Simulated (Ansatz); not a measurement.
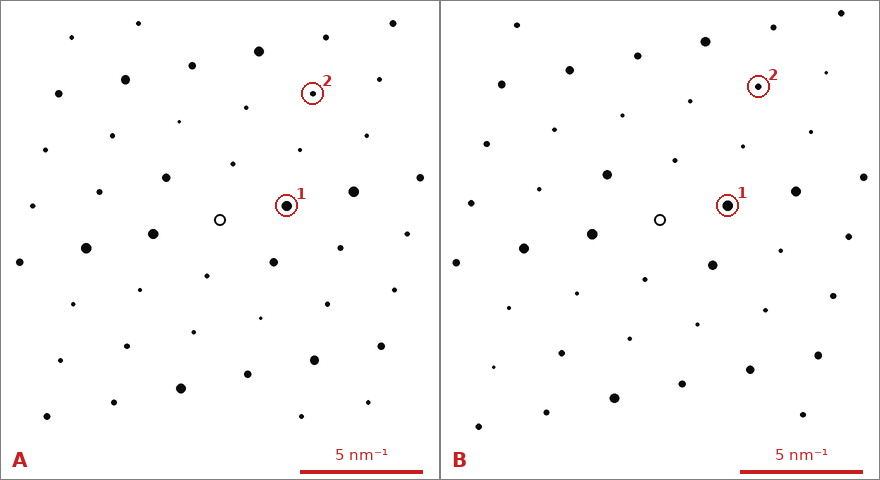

Kinematic electron diffraction patterns (300 kV, B = 0.5 Å², same scale) along [101] of the run's own cell, for the start and the end of one relaxation of LaSn2Ge2 with Ansatz, DFT, PAW plane waves, pbe. k mesh 8×8×5. The start is a generated model structure, and the relaxation ends in the nearest stationary point of its symmetry, not necessarily the ground state. Spot 1 is -1 -1 1 and spot 2 is -1 -3 1 in both.

Start structure:

```yaml
crystal:
  lattice:
    - [2.29223, 3.97026, 0.00000]
    - [-2.29223, 3.97026, 0.00000]
    - [0.00000, 0.00000, 7.48215]
  atoms:
    - { symbol: Ge, position: [0.33330, 0.33340, 0.27192] }
    - { symbol: Ge, position: [0.66670, 0.66660, 0.72808] }
    - { symbol: Sn, position: [0.33330, 0.33340, 0.63870] }
    - { symbol: Sn, position: [0.66670, 0.66660, 0.36130] }
    - { symbol: La, position: [0.00000, 0.00000, 0.00000] }
```

### Which pattern belongs to the start structure, and which to the relaxed one?

B is the start: its cell gives d(1) = 3.507 Å, d(2) = 1.471 Å and an angle of 41.7°. A is the relaxed structure, with d(1) = 3.565 Å (+1.6 %), d(2) = 1.553 Å (+5.5 %) and 41.8°.

### Name reflections whose intensity changes strongly on relaxation.

2 1 -2 goes from 1.4 to 10 % of the strongest spot; 1 0 -1 goes from 71 to 43 % of the strongest spot.

### What did the relaxation do to the structure and the energy?

The volume changed by +0.5 % to 27.38 Å³ an atom; with the mean shift removed, the atoms moved by up to 0.19 Å relative to the cell (Sn most); the space group stayed P-3m1 (No. 164); the free energy fell by 110 meV an atom. Relaxed cell: a = 4.878 Å, b = 4.878 Å, c = 6.642 Å, α = 90.00°, β = 90.00°, γ = 60.00°.
